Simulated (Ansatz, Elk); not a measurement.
# How far do independent atoms describe NiH2S2?

Structure refinements treat a crystal as free atoms side by side. For a made-up structure of NiH2S2 (cell and positions from a PBE relaxation) the runs below show what the calculated density changes in F(hkl).

Program: Elk 11.2.3 (patched build). Level of theory: DFT, PBE, all-electron APW+lo, Dirac cores, scalar-relativistic bands, static density, ferromagnetic start. Results are calculated unless marked as measured.

The structure was built from a prototype and need not be the compound's stable phase.

### 1. The structure

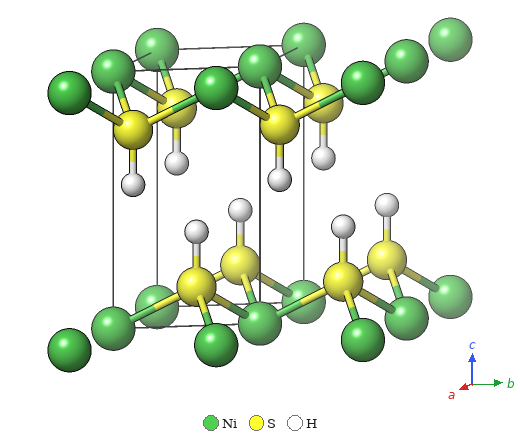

The starting structure, seen slightly off an axis (nickel green, sulfur yellow, hydrogen white). 2×2×1 cells are drawn. Bonds to atoms that aren't drawn are left out. Some periodic images of atoms are drawn too.

Coordinates:

```cif
data_structure
_symmetry_space_group_name_H-M 'P-3m1'
_symmetry_Int_Tables_number 164
_cell_length_a 3.6884
_cell_length_b 3.6884
_cell_length_c 6.3701
_cell_angle_alpha 90.000
_cell_angle_beta 90.000
_cell_angle_gamma 120.000
_cell_volume 75.05
loop_
_atom_site_label
_atom_site_type_symbol
_atom_site_symmetry_multiplicity
_atom_site_Wyckoff_symbol
_atom_site_fract_x
_atom_site_fract_y
_atom_site_fract_z
_atom_site_occupancy
Ni1 Ni 1 a 0.00000 0.00000 0.00000 1
S1 S 2 d 0.66667 0.33333 0.82223 1
H1 H 2 d 0.66667 0.33333 0.60863 1
```

### 2. Ground state and structure factors

An all-electron density is needed, since X-rays see the cores too. Task 0 finds the density and task 195 Fourier-transforms it; tshift is off so that phases refer to the origin typed.

Contents of elk.in:

```
tasks
  0
  195
  196

xctype
  20

spinpol
  .true.

rgkmax
  7.0

gmaxvr
  14.0

lmaxo
  7

lmaxapw
  8

swidth
  0.002

tshift
  .false.

ramdisk
  .false.

hmaxvr
  5.5

maxscl
  120

epspot
  1e-06

reducebf
  0.8

sppath
  './'

avec
  6.97011157994 -0.00000000000 0.00000000000
  -3.48505578997 6.03629369544 -0.00000000000
  0.00000000000 0.00000000000 12.03766941228

atoms
  3
  'Ni.in'
  1
  0.0000000000 -0.0000000000 -0.0000000000   0.000000 0.000000 -0.065000
  'S.in'
  2
  0.6666666667 0.3333333333 0.8222291653   0.000000 0.000000 0.000000
  0.3333333333 0.6666666667 0.1777708347   0.000000 0.000000 0.000000
  'H.in'
  2
  0.6666666667 0.3333333333 0.6086327750   0.000000 0.000000 0.000000
  0.3333333333 0.6666666667 0.3913672250   0.000000 0.000000 0.000000

ngridk
  6 6 3
```

Launch:

```bash
> OMP_NUM_THREADS=4 elk
```

Numbers of over 12 decimals in the logs are rounded to 6 here.

Log:

```text
┌─────────────────────────┐
│ Elk code version 11.2.3 │
└─────────────────────────┘

All units are atomic (Hartree, Bohr, etc.)

┌─────────────────────────────────────────────────┐
│ Ground-state run starting from atomic densities │
└─────────────────────────────────────────────────┘

Lattice vectors :
   6.970111580      -0.000000000       0.000000000
  -3.485055790       6.036293695      -0.000000000
   0.000000000       0.000000000       12.03766941

Reciprocal lattice vectors :
  0.9014468757      0.5204505964      -0.000000000
   0.000000000       1.040901193      -0.000000000
   0.000000000       0.000000000      0.5219602808

Unit cell volume      :    506.4685764
Brillouin zone volume :   0.4897642717

Muffin-tin inner radius fraction :   0.1000000000E-01

Nuclei treated as point charges

Species : 1 (Ni)
 parameters loaded from : Ni.in
 name : nickel
 nuclear charge    :   -28.00000000
 electronic charge :    28.00000000
 atomic mass :    106991.5231
 muffin-tin radius :    2.400000000
 number of radial points in muffin-tin :    993
 inner part over the whole radius :   0.9944305101E-02
 number on inner part of muffin-tin    :    701
 approximate nuclear radius :   0.7325707712E-04
 number of mesh points to nuclear radius :    335
 atomic positions (lattice), magnetic fields (Cartesian) :
  1 :   0.00000000  0.00000000  0.00000000    0.00000000  0.00000000 -0.06500000

Species : 2 (S)
 parameters loaded from : S.in
 name : sulphur
 nuclear charge    :   -16.00000000
 electronic charge :    16.00000000
 atomic mass :    58450.91931
 muffin-tin radius :    1.540735004
 number of radial points in muffin-tin :    793
 inner part over the whole radius :   0.9834342574E-02
 number on inner part of muffin-tin    :    548
 approximate nuclear radius :   0.6195814986E-04
 number of mesh points to nuclear radius :    256
 atomic positions (lattice), magnetic fields (Cartesian) :
  1 :  -0.33333333  0.33333333 -0.17777083    0.00000000  0.00000000  0.00000000
  2 :   0.33333333 -0.33333333  0.17777083    0.00000000  0.00000000  0.00000000

Species : 3 (H)
 parameters loaded from : H.in
 name : hydrogen
 nuclear charge    :   -1.000000000
 electronic charge :    1.000000000
 atomic mass :    1837.362221
 muffin-tin radius :   0.9804677299
 number of radial points in muffin-tin :    393
 inner part over the whole radius :   0.9925348712E-02
 number on inner part of muffin-tin    :    255
 approximate nuclear radius :   0.2766748019E-04
 number of mesh points to nuclear radius :     80
 atomic positions (lattice), magnetic fields (Cartesian) :
  1 :  -0.33333333  0.33333333 -0.39136722    0.00000000  0.00000000  0.00000000
  2 :   0.33333333 -0.33333333  0.39136722    0.00000000  0.00000000  0.00000000

Total number of atoms per unit cell :    5
Total muffin-tin volume :    96.44300870
 ratio of muffin-tin to unit cell volume :   0.1904224925

Spin treatment :
 spin-polarised
 global magnetic field (Cartesian) :    0.000000000       0.000000000       0.000000000
 collinear magnetisation in z-direction

Number of Bravais lattice symmetries :   24
Number of crystal symmetries         :   12
Crystal has inversion symmetry
Real symmetric eigensolver will be used

k-point grid :      6     6     3
k-point offset :    0.000000000       0.000000000       0.000000000
k-point set is reduced with full crystal symmetry group
Total number of k-points :       17

Muffin-tin radius times maximum |G+k| :    7.000000000
 using average radius
Maximum |G+k| for APW functions       :    4.702780593
Maximum (1/2)|G+k|²                   :    11.05807265
Maximum |G| for potential and density :    14.00000000
Constant for pseudocharge density :    8
 order of it for each species :   15  15   9
 order of it for pair densities of each species (exact exchange by exxq0 0: 16) :   15  10   4
Radial integration step length :    1

G-vector grid sizes :     32    32    54
Number of G-vectors :    23309

Maximum angular momentum used for
[...]
sum of occupied eigenvalues :     -1326.6405932590
 electron kinetic            :      2348.0190596489
 core electron kinetic       :      2161.7808351471
 Coulomb                     :     -4552.8528428064
 Coulomb potential           :     -3524.8545518410
 nuclear-nuclear             :     -239.69884576513
 electron-nuclear            :     -5106.3803349613
 Hartree                     :      793.22633792000
 Madelung                    :     -2790.4255668859
 xc potential                :     -149.74394943795
 xc effective B-field        :    -0.61151627447464E-01
 external B-field            :      0.000000
 exchange                    :     -112.93101891480
 correlation                 :     -2.645435
 electron entropic           :    -0.53706367149233E-03
 total energy                :     -2320.4107740997
 (external B-field energy excluded from total)

Density of states at Fermi energy :    37.85698601
 (states/Hartree/unit cell)

Estimated indirect band gap :   0.4393237829E-02
 from k-point 12 to k-point 4
Estimated direct band gap   :   0.6074504286E-02
 at k-point 4

Charges :
 core                        :    32.00000000
 valence                     :    30.00000000
 interstitial                :    9.452789172
 muffin-tins (core leakage)
  species : 1 (Ni)
[...]
species : 2 (S)
[...]
species : 3 (H)
   atom 1                    :   0.4641962883     (   0.000000000    )
   atom 2                    :   0.4641962883     (   0.000000000    )
 total in muffin-tins        :    52.54721083
 total calculated charge     :    61.98926906
 total charge                :    62.00000000
 error                       :   0.1073093543E-01

Moments :
 interstitial                :  -0.3721939097
 muffin-tins
  species : 1 (Ni)
[...]
species : 2 (S)
[...]
species : 3 (H)
[...]
total in muffin-tins        :   -1.527223578
 total moment                :   -1.899417488

RMS change in Kohn-Sham potential (target) :   0.8799126073E-06 (  0.1000000000E-05)
Absolute change in total energy (target)   :   0.2817519089E-06 (  0.1000000000E-03)

Convergence targets achieved

┌──────────────────┐
│ Loop number : 95 │
└──────────────────┘

Energies :
 Fermi                       :     0.137195
 sum of occupied eigenvalues :     -1326.6405928443
 electron kinetic            :      2348.0190596883
 core electron kinetic       :      2161.7808352699
 Coulomb                     :     -4552.8528425108
 Coulomb potential           :     -3524.8545520521
 nuclear-nuclear             :     -239.69884576513
 electron-nuclear            :     -5106.3803341663
 Hartree                     :      793.22633742070
 Madelung                    :     -2790.4255664847
 xc potential                :     -149.74394888125
 xc effective B-field        :    -0.61151590920515E-01
 external B-field            :      0.000000
 exchange                    :     -112.93101886341
 correlation                 :     -2.645435
 electron entropic           :    -0.53706547209226E-03
 total energy                :     -2320.4107737168
 (external B-field energy excluded from total)

Density of states at Fermi energy :    37.85713662
 (states/Hartree/unit cell)

Estimated indirect band gap :   0.4393233971E-02
 from k-point 12 to k-point 4
Estimated direct band gap   :   0.6074470544E-02
 at k-point 4

Charges :
 core                        :    32.00000000
 valence                     :    30.00000000
 interstitial                :    9.452789156
 muffin-tins (core leakage)
  species : 1 (Ni)
   atom 1                    :    27.15956827     (  0.2737334624E-03)
  species : 2 (S)
   atom 1                    :    12.22962500     (  0.5499859574E-02)
   atom 2                    :    12.22962500     (  0.5499859574E-02)
  species : 3 (H)
   atom 1                    :   0.4641962888     (   0.000000000    )
   atom 2                    :   0.4641962888     (   0.000000000    )
 total in muffin-tins        :    52.54721084
 total calculated charge     :    61.98926906
 total charge                :    62.00000000
 error                       :   0.1073093545E-01

Moments :
 interstitial                :  -0.3721938137
 muffin-tins
  species : 1 (Ni)
[...]
species : 2 (S)
[...]
atom 2                    :  -0.1256954957
  species : 3 (H)
   atom 1                    :  -0.3395251344E-02
   atom 2                    :  -0.3395251344E-02
 total in muffin-tins        :   -1.527223149
 total moment                :   -1.899416963

┌──────────────────────────────┐
│ Self-consistent loop stopped │
└──────────────────────────────┘

Warning : core states of species 1 leak from the muffin-tin :   0.2737334624E-03

Warning : core states of species 2 leak from the muffin-tin :   0.5499859574E-02

Wrote STATE.OUT
```

It took 9.4 min on 4 threads of Arm Neoverse V1, shared host; peak memory 0.35 GiB; 32 min of CPU time.

SFACRHO.OUT:

```text

h k l indices transformed by vhmat matrix:
   1.000000000       0.000000000       0.000000000    
   0.000000000       1.000000000       0.000000000    
   0.000000000       0.000000000       1.000000000    

      h      k      l  multipl.   |H|            Re(F)            Im(F)           |F|

      0      0      0      1   0.0000000       61.999999      0.50535886E-16   61.999999    
      0      0      1      2  0.52196028       38.463226     -0.17503019E-14   38.463226    
     -1      1      0      6   1.0409012       10.781728      0.17640298E-14   10.781728    
      0      0     -2      2   1.0439206       8.4848630      0.90603865E-15   8.4848630    
     -1      1     -1      6   1.1644388       37.590580      0.13727858E-16   37.590580    
      1      0      1      6   1.1644388     -0.86606035      0.48047504E-14  0.86606035    
     -1      1     -2      6   1.4741931       41.543233      0.18875805E-15   41.543233    
      1     -1     -2      6   1.4741931       14.143703      0.17434380E-14   14.143703    
      0      0     -3      2   1.5658808       1.0520036      0.10776369E-14   1.0520036    
      1      1      0      6   1.8028938       39.244716     -0.11730110E-13   39.244716    
     -2      1      1     12   1.8769306       26.759838      0.43208434E-14   26.759838    
     -1      1      3      6   1.8802814       30.930401     -0.19197552E-16   30.930401    
      0     -1     -3      6   1.8802814       25.315185     -0.16885266E-14   25.315185    
     -2      2      0      6   2.0818024       8.9995728     -0.41183575E-16   8.9995728    
     -1      2     -2     12   2.0833137       7.2756519      0.89231079E-15   7.2756519    
      0      0     -4      2   2.0878411       12.916159     -0.15443841E-16   12.916159    
      0      2      1      6   2.1462394      0.46457207      0.79209742E-14  0.46457207    
      0      2     -1      6   2.1462394       28.075180     -0.54139241E-14   28.075180
```

Elk indexes on the primitive cell of elk.in and gives |H| = 4π sin θ/λ in inverse bohr. Below, one row stands for each form hkl of the conventional cell (m members, Friedel mates merged), F is for one primitive cell and the density is static (no thermal factor). Free-atom factors are Waasmaier and Kirfel's, and R is Σm||F|−|F'||/Σm|F|. Elk warned that it couldn't find a linearisation energy, which lowers the accuracy of some states in this run and its variants.

| hkl | m | sin θ/λ (Å⁻¹) | abs F, DFT | neutral atoms | diff. |
| --- | --- | --- | --- | --- | --- |
| 001 | 2 | 0.079 | 38.463 | 38.169 | +0.294 |
| 100 | 6 | 0.157 | 10.782 | 10.729 | +0.053 |
| 002 | 2 | 0.157 | 8.485 | 8.739 | -0.255 |
| 011 | 6 | 0.175 | 37.591 | 37.296 | +0.295 |
| 101 | 6 | 0.175 | 0.866 | 0.697 | +0.170 |
| 012 | 6 | 0.222 | 41.543 | 41.498 | +0.045 |
| 102 | 6 | 0.222 | 14.144 | 14.098 | +0.045 |
| 003 | 2 | 0.235 | 1.052 | 1.224 | -0.172 |
| 110 | 6 | 0.271 | 39.245 | 39.322 | -0.077 |
| 111 | 12 | 0.282 | 26.760 | 27.032 | -0.273 |
| 103 | 6 | 0.283 | 30.930 | 31.181 | -0.250 |
| 013 | 6 | 0.283 | 25.315 | 25.343 | -0.027 |
| 200 | 6 | 0.313 | 9.000 | 9.190 | -0.190 |
| 112 | 12 | 0.313 | 7.276 | 7.465 | -0.190 |
| 004 | 2 | 0.314 | 12.916 | 13.540 | -0.624 |
| 021 | 6 | 0.323 | 0.465 | 0.497 | -0.033 |
| 201 | 6 | 0.323 | 28.075 | 28.097 | -0.022 |
| 022 | 6 | 0.350 | 11.353 | 11.066 | +0.287 |

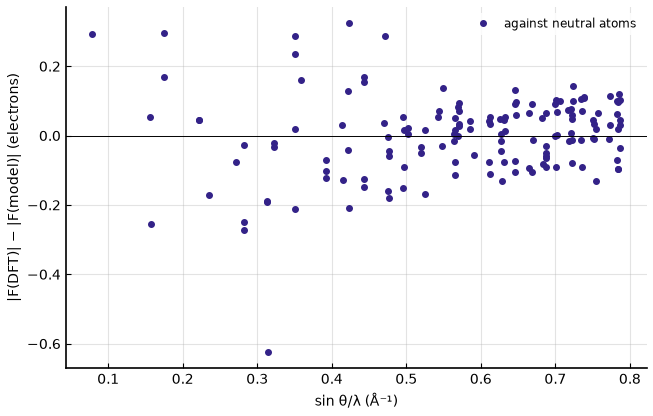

Difference between the calculated structure factors and the independent-atom ones.

### 3. The magnetisation density

The same run holds the spin density, and task 196 transforms it. The order is that of the start, and no other was tried.

SFACMAG_1.OUT:

```text

h k l indices transformed by vhmat matrix:
   1.000000000       0.000000000       0.000000000    
   0.000000000       1.000000000       0.000000000    
   0.000000000       0.000000000       1.000000000    

      h      k      l  multipl.   |H|            Re(F)            Im(F)           |F|

      0      0      0      1   0.0000000      -1.8994169     -0.25439305E-17   1.8994169    
      0      0      1      2  0.52196028      -1.3151133     -0.49200430E-16   1.3151133    
     -1      1      0      6   1.0409012     -0.92315354     -0.19358425E-16  0.92315354    
      0      0     -2      2   1.0439206     -0.73988231      0.34212397E-16  0.73988231    
     -1      1     -1      6   1.1644388      -1.2039645     -0.29131480E-16   1.2039645    
      1      0      1      6   1.1644388     -0.81773261     -0.11582880E-16  0.81773261    
     -1      1     -2      6   1.4741931      -1.1319051      0.28420957E-17   1.1319051    
      1     -1     -2      6   1.4741931     -0.92959802     -0.96792126E-17  0.92959802    
      0      0     -3      2   1.5658808     -0.69682783     -0.15926461E-16  0.69682783    
      1      1      0      6   1.8028938     -0.84386869     -0.11327558E-16  0.84386869    
     -2      1      1     12   1.8769306     -0.81364732     -0.87139725E-17  0.81364732    
     -1      1      3      6   1.8802814     -0.87749659     -0.99707955E-17  0.87749659    
      0     -1     -3      6   1.8802814     -0.81263934      0.12628557E-16  0.81263934    
     -2      2      0      6   2.0818024     -0.76216926      0.77755447E-18  0.76216926    
     -1      2     -2     12   2.0833137     -0.71852092     -0.60059380E-17  0.71852092    
      0      0     -4      2   2.0878411     -0.69520364     -0.31571393E-16  0.69520364
```

The total moment is 1.90 μB a cell; sphere moments: Ni1 +1.27, S2 +0.13, S3 +0.13, H4 0.00, H5 0.00 μB. Polarised neutrons measure spin and orbital magnetisation together; without spin-orbit coupling the run gives the spin part:

| hkl | sin θ/λ (Å⁻¹) | abs F_M (μB) |
| --- | --- | --- |
| 001 | 0.079 | 1.315 |
| 100 | 0.157 | 0.923 |
| 002 | 0.157 | 0.740 |
| 011 | 0.175 | 1.204 |
| 101 | 0.175 | 0.818 |
| 012 | 0.222 | 1.132 |
| 102 | 0.222 | 0.930 |
| 003 | 0.235 | 0.697 |
| 110 | 0.271 | 0.844 |
| 111 | 0.282 | 0.814 |
| 103 | 0.283 | 0.877 |
| 013 | 0.283 | 0.813 |
| 200 | 0.313 | 0.762 |
| 112 | 0.313 | 0.719 |

### 4. The highest occupied states alone

An energy window below the Fermi level keeps the highest occupied states, to see at which angles they scatter; shallow core shells can lie inside it and anion s states outside. No new self-consistency is needed.

Edit elk.in of step 2 so:

```diff
@@ -1,5 +1,3 @@
 tasks
-  0
   195
-  196
 
@@ -44,2 +42,5 @@
 
+wsfac
+  -0.414050 0.437190
+
 sppath
```

Launch:

```bash
> OMP_NUM_THREADS=4 elk
```

Log:

```text
┌─────────────────────────────────┐
│ Elk code version 11.2.3 started │
└─────────────────────────────────┘

Info(readinput): the functional depends on the density's gradient
 muffin-tin radial points multiplied by    2.00000
 (not where nrmtscf is given)

┌────────────────────┐
│ Current task : 195 │
└────────────────────┘
Info(checkmt): changed muffin-tin radius of species 2 (S) from   2.2000 to   1.5407
Info(checkmt): changed muffin-tin radius of species 3 (H) from   1.4000 to   0.9805

Warning(linengy): could not find 1 linearisation energies in s.c. loop 1

Info(sfacrho): density structure factors written to SFACRHO.OUT

 Energy window :  -0.4140500000      0.4371900000

┌──────────────────┐
│ Elk code stopped │
└──────────────────┘
```

Elapsed: 7.9 s, on 4 threads; peak memory 0.19 GiB.

States within 15 eV below the Fermi level hold 23.97 electrons; any levels below the window count with the cores. Their amplitudes can exceed the total, where window and core parts have opposite phase:

| hkl | sin θ/λ (Å⁻¹) | abs F, window | abs F, all |
| --- | --- | --- | --- |
| 001 | 0.079 | 12.043 | 38.463 |
| 100 | 0.157 | 3.463 | 10.782 |
| 002 | 0.157 | 3.397 | 8.485 |
| 011 | 0.175 | 10.180 | 37.591 |
| 101 | 0.175 | 1.479 | 0.866 |
| 012 | 0.222 | 7.082 | 41.543 |
| 102 | 0.222 | 5.073 | 14.144 |
| 003 | 0.235 | 3.261 | 1.052 |
| 110 | 0.271 | 6.055 | 39.245 |
| 111 | 0.282 | 3.919 | 26.760 |

(Continued in part 2 of 2.)

[Logs are printed without paths, hosts, clocks, repeated set-up lines and the standing remarks that a program may print on its own settings, such as how far it seeks lower states.]

[Hosts, paths, dates, database ids (printed as entryN), source tags and the programs' standing remarks are cut or masked in the printed files.]
